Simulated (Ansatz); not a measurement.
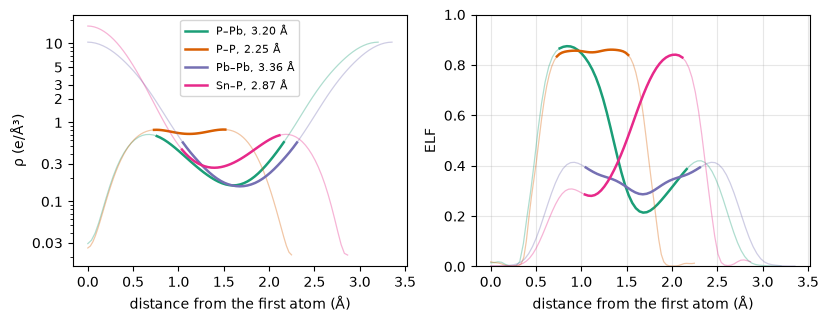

Figure 1: Sn2P4Pb. Valence pseudo-density and electron localisation function along straight lines between neighbouring atoms. Thin, pale parts lie inside the atomic spheres.

Space group Amm2; a structure from a database of computed crystals, not necessarily the ambient phase; started from the Nd2Sn4Rh-38 prototype, which need not be the ambient phase.

Level of theory: Ansatz, DFT, r2SCAN+rVV10, plane waves, PAW.

The density is the valence pseudo-density of a PAW calculation; it isn't the true density close to the nuclei.

Compare the contacts.

P–Pb (3.20 Å): the density is about 0.16 e/Å³ at the midpoint; the ELF peaks at about 0.85 in the valence shell of P, 0.8 Å from its nucleus, and drops to about 0.20 between the two atoms.
P–P (2.25 Å): the density is about 0.72 e/Å³ at the midpoint; the ELF peaks at about 0.85 between the atoms.
Pb–Pb (3.36 Å): ρ at the midpoint is about 0.16 e/Å³; the ELF is about 0.30 at the midpoint (no shared electron pair shows on this line).
Sn–P (2.87 Å): ρ is about 0.27 e/Å³ halfway; the ELF peaks at about 0.85 in the valence shell of P, 0.8 Å from its nucleus, and drops to about 0.30 between the two atoms.
